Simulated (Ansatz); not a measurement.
**Mg (P6_3/mmc, 2 atoms in the cell) under biaxial strain in the (0001) plane, that of a and b**

Wanted: the shifts of the zone-centre modes of Mg (P6_3/mmc, 2 atoms in the cell) with strain.

Main program and level: Ansatz 0.2.0; DFT LDA, scalar-relativistic, plane waves, PAW; PAW set soft_1.

**1. The starting structure**

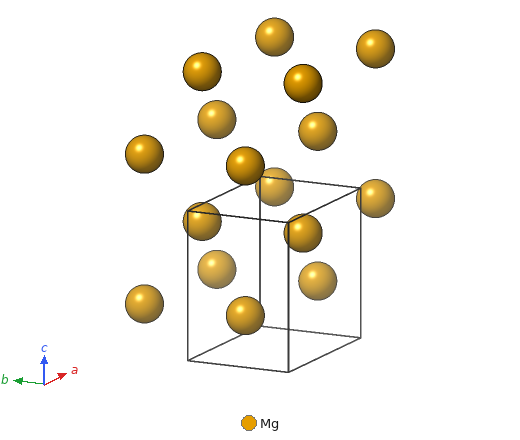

Start, viewed from a free direction; magnesium orange. 2×2×2 cells are drawn.

**2. Bringing the structure to rest**

Harmonic phonons are second derivatives at a point where the forces vanish, and they are wanted at zero stress, so atoms and cell are relaxed first.

Contents of input.yaml:

```yaml
crystal:
  lattice:
    - [3.2093, 0.0, 0.0]
    - [-1.60465, 2.7793353284, 0.0]
    - [0.0, 0.0, 5.2103]
  atoms:
    - { symbol: Mg, position: [0.33333333, 0.66666667, 0.25] }
    - { symbol: Mg, position: [0.66666667, 0.33333333, 0.75] }
kpoints:
  mp_grid: { grid: [15, 15, 8] }
hamiltonian:
  xc: lda
  pseudopotentials: { kind: paw, azcp: { folder: soft_1 }, xc_functional: pbe }
scf:
  occupations: { method: gaussian, width: 0.1 }
output:
  forces: true
  stress: true
  eigenvalues: true
relax:
  adjacent_minimum: "off"
  f_tol: 0.005
  max_steps: 80
  cell: { stress_tol: 0.05 }
```

Launch:

```sh
$ ansatz run input.yaml --threads 4 --pin off --max-ram 10240MiB --backend cpu --events-out ev --progress --plain --runs-dir out
```

Numbers of over 12 decimals in the logs are rounded to 6 here.

The program printed:

```text
Engine: ansatz 0.2.0, x86_64-unknown-linux-gnu
Pseudopotentials: kind: paw
Pseudopotential: Mg, paw, valence charge 10, recommended cutoff 420 eV (normal), soft_1/Mg.paw.azcp
Functional definition: SPW92
  exchange = slater_x
  correlation = pw_c
Crystal: 2 atoms, lattice volume = 46.474 Å³
Basis set: ecut = 420 eV, 941 PW (Γ)
Bands: 14, of which v1, the nominal top of the filled ones, is band 10 counted from 1 (9 counted from 0)
Symmetry: 24 space group operations
Space group: P63/mmc (ITA 194), of the structure as read, at distance tolerance 3.6e-5 Å
k-points: 135 of 1800
Non-local potential: Mg, projectors of the file, l = 0: 3, l = 1: 2, l = 2: 1
PAW form: soft (Blöchl's): semilocal exchange-correlation on the pseudo side does not see the compensation charge
PAW frozen core: Mg, regenerated for the run's functional, and the local potential with it (the file was generated under x = pbe(κ = 0.804, μ = 0.219515), c = pbe(β = 0.066725))
PAW one-centre angular grid: Mg, 110 points (default); XC on 64 Gauss nodes
Initial density: superposition of atomic densities (chi_scale 0.1, normalization cell)
Initial wavefunctions: pseudopotential atomic-orbital guess
Functional: x = slater, c = lda
SCF iter   1: F=—  HF=-3803.228598 eV  |F-HF|=—  |Δ(HF+E_count)|=         —  Δρ=1.42e-2  dr2=1.10e-1  ethr=3.10e-3  ⟨swp⟩=5.2  Hψ=9884  notcnv=0
preconditioner: auto → none  [metal: Δε(μ)=0.056 eV  Ē_g=6.839 eV  σ=0.100 eV  W_gap=0.30  n_scr=8 (ndim 8)  ℏωp=10.9 eV  f_vac=0.000  D(μ)=1.04/eV (n_scr^D=2)  sad-step TF]
SCF iter   2: F=—  HF=-3803.201224 eV  |F-HF|=—  |Δ(HF+E_count)|=   2.74e-2  Δρ=9.04e-3  dr2=5.13e-2  ethr=5.48e-4  ⟨swp⟩=2.0  Hψ=3414  notcnv=0  defer=1
SCF iter   3: F=—  HF=-3803.182050 eV  |F-HF|=—  |Δ(HF+E_count)|=   1.92e-2  Δρ=9.01e-4  dr2=5.12e-4  ethr=2.56e-4  ⟨swp⟩=3.0  Hψ=3335  notcnv=0  defer=1
SCF iter   4: F=—  HF=-3803.182024 eV  |F-HF|=—  |Δ(HF+E_count)|=   2.61e-5  Δρ=1.20e-4  dr2=1.71e-6  ethr=2.56e-6  ⟨swp⟩=3.0  Hψ=3276  notcnv=0  defer=1
SCF iter   5: F=—  HF=-3803.182032 eV  |F-HF|=—  |Δ(HF+E_count)|=   7.50e-6  Δρ=3.10e-6  dr2=2.70e-9  ethr=5.00e-10  ⟨swp⟩=7.0  Hψ=9491  notcnv=0
SCF iter   6: F=-3803.182032 eV  HF=-3803.182032 eV  |F-HF|=3.18e-12  |Δ(HF+E_count)|=   6.34e-9  Δρ=1.06e-7  dr2=2.68e-12  ethr=1.35e-11  ⟨swp⟩=1.2  Hψ=5713  notcnv=0
SCF 1 converged in 6 iterations: F = -3803.182032 eV  dr2 = 2.68e-12
  greatest PAW one-centre occupation: 1.000 electrons in one spin orbital (limit 2), on the Mg atom at site 1 (counted from 0), in its partial waves of l = 0
relax step   1: F+E_penalty+E_count = -3803.18203174 eV  Δ(F+E_penalty+E_count) = +0.000e0 eV  max|allowed force component| = 3.701e-17 eV/Å  Δτ_max = 0.0000 Å  P = -2.496 GPa  Ω = 46.474 Å³  (6 SCF iters, dr2 threshold 1.00e-7 eV, accepted)
Crystal: 2 atoms, lattice volume = 43.893 Å³
Basis set: ecut = 420 eV, 845 PW (Γ)
Initial density: handed on by an earlier stage of this run
Initial wavefunctions: those handed on with the density
iter 1 solved again at ethr=1.13e-6 eV; its pass at ethr=3.10e-3 eV (dr2=2.26e-4 eV) is discarded
SCF iter   1: F=—  HF=-3803.209061 eV  |F-HF|=—  |Δ(HF+E_count)|=         —  Δρ=7.67e-4  dr2=2.28e-4  ethr=1.13e-6  ⟨swp⟩=2.6  Hψ=15007  notcnv=0
preconditioner: auto → none  [metal: Δε(μ)=0.018 eV  Ē_g=7.069 eV  σ=0.100 eV  W_gap=0.10  n_scr=8 (ndim 8)  ℏωp=11.2 eV  f_vac=0.000  D(μ)=0.94/eV (n_scr^D=2)]
SCF iter   2: F=—  HF=-3803.208847 eV  |F-HF|=—  |Δ(HF+E_count)|=   2.14e-4  Δρ=3.43e-4  dr2=4.57e-5  ethr=1.13e-6  ⟨swp⟩=1.0  Hψ=1890  notcnv=0
SCF iter   3: F=—  HF=-3803.208782 eV  |F-HF|=—  |Δ(HF+E_count)|=   6.49e-5  Δρ=2.09e-5  dr2=9.10e-8  ethr=1.00e-9  ⟨swp⟩=5.3  Hψ=10329  notcnv=0
SCF iter   4: F=-3803.208782 eV  HF=-3803.208782 eV  |F-HF|=8.29e-10  |Δ(HF+E_count)|=   8.76e-8  Δρ=1.58e-6  dr2=6.05e-10  ethr=4.55e-10  ⟨swp⟩=2.1  Hψ=6757  notcnv=0
SCF 2 converged in 4 iterations: F = -3803.208782 eV  dr2 = 6.05e-10
  greatest PAW one-centre occupation: 1.000 electrons in one spin orbital (limit 2), on the Mg atom at site 1 (counted from 0), in its partial waves of l = 1
relax step   2: F+E_penalty+E_count = -3803.20878196 eV  Δ(F+E_penalty+E_count) = -2.675e-2 eV  max|allowed force component| = 4.626e-18 eV/Å  Δτ_max = 0.0000 Å  P = -0.610 GPa  Ω = 43.893 Å³  energy of the carried Pulay correction = +1.008e-4 eV  (4 SCF iters, dr2 threshold 2.00e-7 eV, accepted)
Crystal: 2 atoms, lattice volume = 43.104 Å³
iter 1 solved again at ethr=1.83e-7 eV; its pass at ethr=3.10e-3 eV (dr2=3.65e-5 eV) is discarded
SCF iter   1: F=—  HF=-3803.210358 eV  |F-HF|=—  |Δ(HF+E_count)|=         —  Δρ=2.87e-4  dr2=3.35e-5  ethr=1.83e-7  ⟨swp⟩=2.9  Hψ=14532  notcnv=0
preconditioner: auto → none  [metal: Δε(μ)=0.034 eV  Ē_g=7.143 eV  σ=0.100 eV  W_gap=0.19  n_scr=8 (ndim 8)  ℏωp=11.3 eV  f_vac=0.000  D(μ)=0.94/eV (n_scr^D=2)]
SCF iter   2: F=—  HF=-3803.210331 eV  |F-HF|=—  |Δ(HF+E_count)|=   2.66e-5  Δρ=1.28e-4  dr2=6.59e-6  ethr=1.67e-7  ⟨swp⟩=1.0  Hψ=1890  notcnv=0
SCF iter   3: F=-3803.210323 eV  HF=-3803.210323 eV  |F-HF|=1.03e-8  |Δ(HF+E_count)|=   7.87e-6  Δρ=6.50e-6  dr2=8.63e-9  ethr=1.00e-9  ⟨swp⟩=4.5  Hψ=9552  notcnv=0
SCF 3 converged in 3 iterations: F = -3803.210323 eV  dr2 = 8.63e-9
relax step   3: F+E_penalty+E_count = -3803.21032311 eV  Δ(F+E_penalty+E_count) = -1.541e-3 eV  max|allowed force component| = 8.095e-17 eV/Å  Δτ_max = 0.0000 Å  P = +0.093 GPa  Ω = 43.104 Å³  energy of the carried Pulay correction = +1.332e-4 eV  (3 SCF iters, dr2 threshold 2.00e-7 eV, accepted)
[...]
relax step   4: F+E_penalty+E_count = -3803.21034811 eV  Δ(F+E_penalty+E_count) = -2.501e-5 eV  max|allowed force component| = 3.932e-17 eV/Å  Δτ_max = 0.0000 Å  P = +0.000 GPa  Ω = 43.204 Å³  energy of the carried Pulay correction = +1.291e-4 eV  (3 SCF iters, dr2 threshold 2.21e-8 eV, accepted)
Initial wavefunctions: pseudopotential atomic-orbital guess (no wavefunctions were taken with the density)
iter 1 solved again at ethr=1.76e-8 eV; its pass at ethr=3.10e-3 eV (dr2=3.51e-6 eV) is discarded
SCF iter   1: F=—  HF=-3803.210232 eV  |F-HF|=—  |Δ(HF+E_count)|=         —  Δρ=2.15e-5  dr2=3.28e-8  ethr=1.76e-8  ⟨swp⟩=3.5  Hψ=15915  notcnv=0
SCF iter   2: F=—  HF=-3803.210230 eV  |F-HF|=—  |Δ(HF+E_count)|=   1.29e-6  Δρ=8.65e-6  dr2=4.52e-9  ethr=1.64e-10  ⟨swp⟩=2.0  Hψ=3073  notcnv=0
SCF iter   3: F=—  HF=-3803.210230 eV  |F-HF|=—  |Δ(HF+E_count)|=   7.14e-9  Δρ=1.96e-6  dr2=2.25e-10  ethr=2.26e-11  ⟨swp⟩=2.8  Hψ=3437  notcnv=0
SCF iter   4: F=-3803.210230 eV  HF=-3803.210230 eV  |F-HF|=4.55e-13  |Δ(HF+E_count)|=  6.12e-10  Δρ=5.74e-8  dr2=5.63e-13  ethr=1.00e-12  ⟨swp⟩=6.4  Hψ=7873  notcnv=0
SCF 5 converged in 4 iterations: F = -3803.210230 eV  dr2 = 5.63e-13
relax step   5: F+E_penalty+E_count = -3803.21023036 eV  Δ(F+E_penalty+E_count) = +1.178e-4 eV  max|allowed force component| = 3.701e-17 eV/Å  Δτ_max = 0.0000 Å  P = +0.000 GPa  Ω = 43.204 Å³  stress off target by 8.09e-3 GPa  SCF on the basis re-selected at this cell (its energy is not comparable with the rows above)  (4 SCF iters)
basis re-selected at this cell: Δ(F+E_penalty+E_count) = +1.178e-4 eV, ΔP = -0.000 GPa vs the last step (what re-selecting the basis moved, of the pressure what is left beyond the Pulay correction that the steps carried, after the strain that the cell walked since its last selection, with what the two solves' SCF thresholds leave and, on support functions, any second-order correction that the steps lacked; it is no m [...]
SCF converged after 4 iterations
Free energy (F): -3803.210230 eV
Harris-Foulkes:  -3803.210230 eV  (|F-HF|=4.55e-13)
Internal energy: -3803.205522 eV  (E = F + TS)
E sigma→0 (E₀):  -3803.207876 eV
Entropy (-TS):   -0.004708 eV (-2.354 meV/atom)
Fermi energy:    5.919534 eV
--- Per-component energies (eV) ---
  E_band       = -706.072037
  E_kinetic    = 139.861652
  E_local      = -3378.981455  (includes V_loc(G=0)·N_el)
  E_nonlocal   = 392.052041
  E_hartree    = 1148.736585
  E_xc         = -52.022775
  E_vxc        = -67.581549  (∫ρ·V_xc dr)
  E_paw        = -559.958242  (= ΣΔE_a)
  E_vpaw       = -88.895641  (= ΣTr[D̂ρ^β])
  E_aug_tail   = -0.000266  (compensation charges beyond the density's cutoff)
  E_ewald      = -1493.194021
  E_core_change = 0.300959  (= ΣΔE_core)
  E_smearing   = -0.004708  (= −TS)
  E_closure    = -0.000000  (closes the sum)
  Σ components = -3803.210230   (vs F -3803.210230, Δ=0.00e0)
--- Forces (eV/Å), atoms counted from 1 ---
  atom   1  Mg     0.00000000    -0.00000000     0.00000000
  atom   2  Mg    -0.00000000     0.00000000    -0.00000000
  max |Σ_I F_I| component: 0.00e0 eV/Å
--- Stress (GPa, compression-positive) ---
        0.004409       0.000000       0.000000
        0.000000       0.004409       0.000000
        0.000000       0.000000      -0.008087
  P = ⅓ Tr σ = 0.0002 GPa (0.002 kbar)
--- Band table (eV; the first three rows and the last of 135) ---
  k-point 0: bands = [... 6 lower, -36.7405, -36.7405, -1.2589, 4.2543, 4.7808, 17.0092, 17.0092, 17.1428]
  k-point 1: bands = [... 6 lower, -36.7408, -36.7408, -1.1658, 3.1711, 6.0215, 17.0808, 17.0808, 17.2027]
  k-point 2: bands = [... 6 lower, -36.7415, -36.7415, -0.8871, 2.0237, 7.6413, 15.4580, 17.2868, 17.2868]
  k-point 134: bands = [... 6 lower, -36.7486, -36.7486, 6.0894, 6.0894, 6.5852, 6.5852, 7.5060, 7.5060]
--- Relaxed structure (4 steps of the walk, 4 accepted, 1 SCFs on fresh bases) ---
  F+E_penalty+E_count = -3803.21023036 eV   max|allowed force component| = 3.701e-17 eV/Å   (the final SCF, on the basis selected at the relaxed cell)
  cell:  # Å, volume = 43.2040 Å³
    - [3.146573, 0.0, 0.0]
    - [-1.573286, 2.725012, 0.0]
    - [0.0, 0.0, 5.038689]
  atoms:
    - { symbol: Mg, position: [0.333333, 0.666667, 0.25] }
    - { symbol: Mg, position: [0.666667, 0.333333, 0.75] }
```

It took 11 s on 4 threads of Intel Xeon at 2.50GHz (Skylake/Cascade Lake), shared host; peak memory 0.4 GiB; 38 s of CPU time.

The steps of the relaxation:

| step | energy less that of the first step (eV) | largest force component (eV/Å) | pressure (GPa) | volume (Å³) |
| --- | --- | --- | --- | --- |
| 1 | 0.0000 | 0.0000 | -2.50 | 46.47 |
| 2 | -0.0267 | 0.0000 | -0.61 | 43.89 |
| 3 | -0.0283 | 0.0000 | 0.09 | 43.10 |
| 4 | -0.0283 | 0.0000 | 0.00 | 43.20 |
| 5* | -0.0282 | 0.0000 | 0.00 | 43.20 |

Relaxation steps marked * repeat the geometry before them on a plane-wave basis chosen anew for their cell, so energy and pressure can jump there.

Forces are held to the 24 operations that the run works with; a distortion that breaks them can't arise in this run.

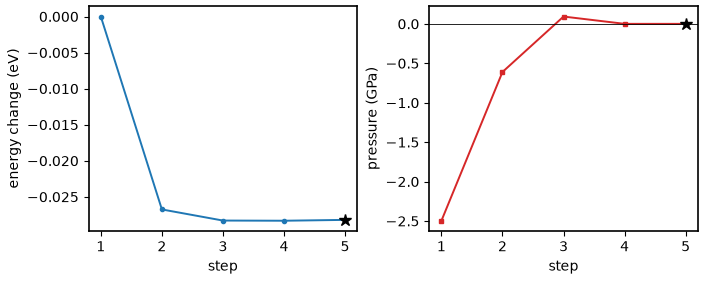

Energy and pressure along the relaxation. Stars mark steps on a basis chosen anew.

| conventional cell, symmetrised | before | after | change |
| --- | --- | --- | --- |
| a (Å) | 3.209 | 3.147 | -2.0 % |
| b (Å) | 3.209 | 3.147 | -2.0 % |
| c (Å) | 5.210 | 5.039 | -3.3 % |
| volume (Å³/atom) | 23.24 | 21.60 | -7.0 % |

The relaxed structure:

```
Mg
1.0
     3.14657    0.00000    0.00000
    -1.57329    2.72501    0.00000
     0.00000    0.00000    5.03869
Mg
2
Direct
  0.33333 0.66667 0.25000
  0.66667 0.33333 0.75000
```

Numbers from this step:

- pressure: 2.44e-4 GPa
- volume per atom: 21.60 Å³
- gap on the k-mesh: 0 eV

In this step the volume went from 23.24 to 21.60 Å³/atom.

**3. Tight relaxation**

Phonons need small forces and stress, so the relaxation is finished with tight tolerances on 15×15×8 k points.

input.yaml, the sections that differ from step 2:

```yaml
crystal:
  lattice:
    - [3.1465729442, 0.0, 0.0]
    - [-1.5732864721, 2.7250121045, 0.0]
    - [0.0, 0.0, 5.0386890197]
  atoms:
    - { symbol: Mg, position: [0.3333333333, 0.6666666667, 0.25] }
    - { symbol: Mg, position: [0.6666666667, 0.3333333333, 0.75] }
scf:
  occupations: { method: methfessel_paxton, width: 0.2 }
output:
  forces: true
  stress: true
  eigenvalues: true
  write_density: true
  write_potential: true
  elf: true
  volumetric_format: npy
relax:
  adjacent_minimum: "off"
  f_tol: 0.001
  max_steps: 60
  cell: { stress_tol: 0.01 }
# kpoints, hamiltonian: as in step 2
```

The program printed:

```text
[...]
Crystal: 2 atoms, lattice volume = 43.204 Å³
Basis set: ecut = 420 eV, 845 PW (Γ)
Bands: 14, of which v1, the nominal top of the filled ones, is band 10 counted from 1 (9 counted from 0)
Symmetry: 24 space group operations
[...]
k-points: 135 of 1800
[...]
k-point 134: bands = [... 6 lower, -36.7480, -36.7480, 6.0847, 6.0847, 6.5835, 6.5835, 7.4992, 7.4992]
--- Relaxed structure (3 steps of the walk, 3 accepted, 1 SCFs on fresh bases) ---
[...]
cell:  # Å, volume = 43.2010 Å³
    - [3.148685, 0.0, 0.0]
    - [-1.574342, 2.726841, 0.0]
    - [0.0, 0.0, 5.031584]
  atoms:
    - { symbol: Mg, position: [0.333333, 0.666667, 0.250000] }
    - { symbol: Mg, position: [0.666667, 0.333333, 0.750000] }
[key lines of the parts left out:]
SCF converged after 4 iterations
Free energy (F): -3803.208489 eV
Fermi energy:    5.916512 eV
P = ⅓ Tr σ = -0.0013 GPa (-0.013 kbar)
```

Wall time 8.4 s (4 threads); peak memory 0.4 GiB; 28 s of CPU time.

The steps of the relaxation:

| step | energy less that of the first step (eV) | largest force component (eV/Å) | pressure (GPa) | volume (Å³) |
| --- | --- | --- | --- | --- |
| 1 | 0.0000 | 0.0000 | -0.01 | 43.20 |
| 2 | 0.0000 | 0.0000 | 0.00 | 43.20 |
| 3 | 0.0000 | 0.0000 | 0.00 | 43.20 |
| 4* | 0.0000 | 0.0000 | 0.00 | 43.20 |

Relaxation steps marked * repeat the geometry before them on a plane-wave basis chosen anew for their cell, so energy and pressure can jump there.

Forces are held to the 24 operations that the run works with; a distortion that breaks them can't arise in this run.

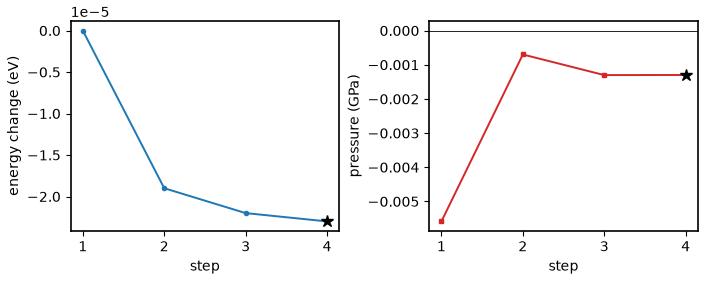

Energy and pressure along the relaxation. Stars mark steps on a basis chosen anew.

| conventional cell, symmetrised | before | after | change |
| --- | --- | --- | --- |
| a (Å) | 3.147 | 3.149 | +0.1 % |
| b (Å) | 3.147 | 3.149 | +0.1 % |
| c (Å) | 5.039 | 5.032 | -0.1 % |
| volume (Å³/atom) | 21.60 | 21.60 | -0.0 % |

The relaxed structure:

```cif
data_structure
_symmetry_space_group_name_H-M 'P 1'
_symmetry_Int_Tables_number 1
_cell_length_a 3.1487
_cell_length_b 3.1487
_cell_length_c 5.0316
_cell_angle_alpha 90.000
_cell_angle_beta 90.000
_cell_angle_gamma 120.000
_cell_volume 43.20
loop_
_atom_site_label
_atom_site_type_symbol
_atom_site_fract_x
_atom_site_fract_y
_atom_site_fract_z
_atom_site_occupancy
Mg1 Mg 0.33333 0.66667 0.25000 1
Mg2 Mg 0.66667 0.33333 0.75000 1
```

Numbers from this step:

```yaml
pressure: -0.001299 GPa
```

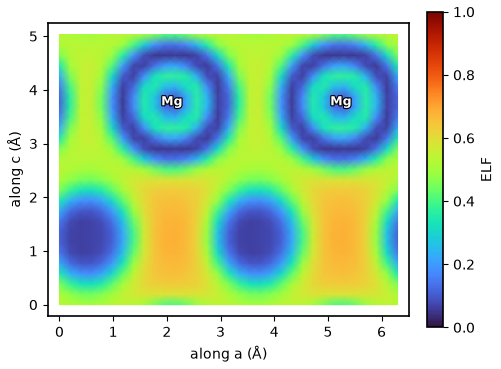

ELF in the ac plane at fractional y = 0.333, with atoms of Mg within 0.2 Å of it. It is the smooth field of the valence electrons, not physical close to the nuclei.

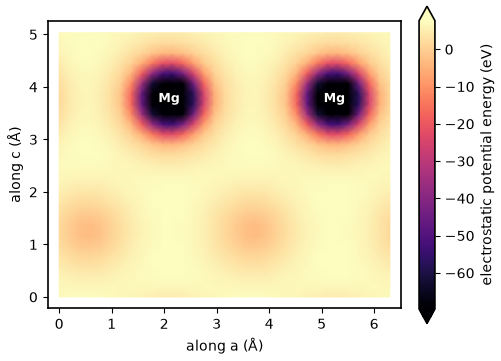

Electrostatic potential energy in the ac plane at fractional y = 0.333, with atoms of Mg within 0.2 Å of it. With pseudopotentials it is smooth inside the atoms' cores, unlike the true potential.

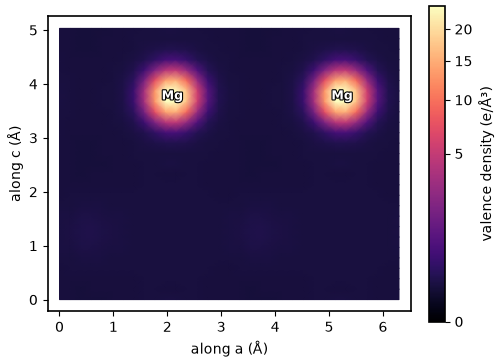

Valence density in the ac plane at fractional y = 0.333, with atoms of Mg within 0.2 Å of it. It is the smooth field of the valence electrons, not physical close to the nuclei. The colour scale is stretched toward low values.

The forces vanish by symmetry and the pressure is -0.001 GPa, within the tolerances set. The cell now holds 21.60 Å³/atom.

[end of part 1 of 2]

[Logs are printed without paths, hosts, clocks, repeated set-up lines and the standing remarks that a program may print on its own settings, such as how far it seeks lower states.]

[Hosts, paths, dates, database ids (printed as entryN), source tags and the programs' standing remarks are cut or masked in the printed files.]
